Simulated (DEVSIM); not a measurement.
System: abrupt InP n-p junction, at 300 K.

```tsv
layer (left to right)	material	thickness (μm)	Nd (cm⁻³)	Na (cm⁻³)	τn (s)	τp (s)
1	InP	0.140	4.9e16	-	3.8e-10	3.8e-10
2	InP	60.0	-	5.1e16	1.1e-10	3.8e-10
```

Left contact: ohmic. Right contact: ohmic. Voltage is applied to the left contact. Recombination: SRH at mid-gap. Mobility is constant in doping.

The device is made up for the run: typed textbook-type constants, with dimensions and the other settings drawn at random. Values at 300 K.

```
parameter         InP
-------------  ------
gap (eV)        1.344
affinity (eV)    4.38
permittivity     12.5
Nc (cm⁻³)      5.7e17
Nv (cm⁻³)      1.1e19
μn (cm²/Vs)      5200
μp (cm²/Vs)       170
```

Simulated with DEVSIM: 1D drift-diffusion, Boltzmann statistics, complete ionisation; no tunnelling, impact ionisation, image-force lowering or self-heating.

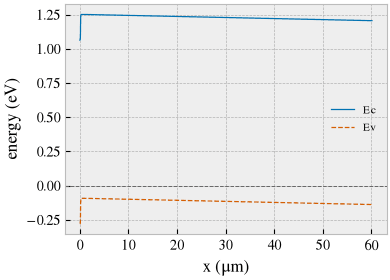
*Band edges at -1.0 V on the left contact*

Energies count from the Fermi level of the right contact; mesh points crowd at the junctions.

| x (μm) | Ec (eV) | Ev (eV) | n (cm⁻³) | p (cm⁻³) | field (V/cm) |
|---|---|---|---|---|---|
| 0.000 | 1.063 | -0.281 | 4.9e16 | < 1e2 | 120 |
| 0.02436 | 1.064 | -0.280 | 4.8e16 | 9.2e12 | 230 |
| 0.06194 | 1.066 | -0.278 | 4.4e16 | 2.5e13 | 1500 |
| 0.1070 | 1.090 | -0.254 | 1.8e16 | 9.6e13 | 12000 |
| 0.1410 | 1.163 | -0.181 | 1.0e15 | 1.7e15 | 31000 |
| 0.1703 | 1.224 | -0.120 | 9.8e13 | 1.8e16 | 12000 |
| 0.2291 | 1.249 | -0.095 | 3.5e13 | 4.8e16 | 720 |
| 0.4297 | 1.251 | -0.093 | 2.9e13 | 5.1e16 | ≈ 0 |
| 0.7970 | 1.250 | -0.094 | 2.1e13 | 5.1e16 | ≈ 0 |
| 1.594 | 1.250 | -0.094 | 1.1e13 | 5.1e16 | ≈ 0 |
| 3.196 | 1.249 | -0.095 | 3.0e12 | 5.1e16 | ≈ 0 |
| 8.655 | 1.245 | -0.099 | 3.7e10 | 5.1e16 | ≈ 0 |
| 18.65 | 1.237 | -0.107 | 1.2e7 | 5.1e16 | ≈ 0 |
| 37.60 | 1.222 | -0.122 | < 1e2 | 5.1e16 | ≈ 0 |
| 52.02 | 1.211 | -0.133 | < 1e2 | 5.1e16 | ≈ 0 |
| 56.26 | 1.208 | -0.136 | < 1e2 | 5.1e16 | ≈ 0 |
| 58.36 | 1.206 | -0.138 | < 1e2 | 5.1e16 | ≈ 0 |
| 59.34 | 1.206 | -0.138 | < 1e2 | 5.1e16 | ≈ 0 |
| 59.87 | 1.205 | -0.139 | < 1e2 | 5.1e16 | ≈ 0 |
| 60.02 | 1.205 | -0.139 | < 1e2 | 5.1e16 | ≈ 0 |
| 60.10 | 1.205 | -0.139 | < 1e2 | 5.1e16 | ≈ 0 |
| 60.14 | 1.205 | -0.139 | < 1e2 | 5.1e16 | ≈ 0 |
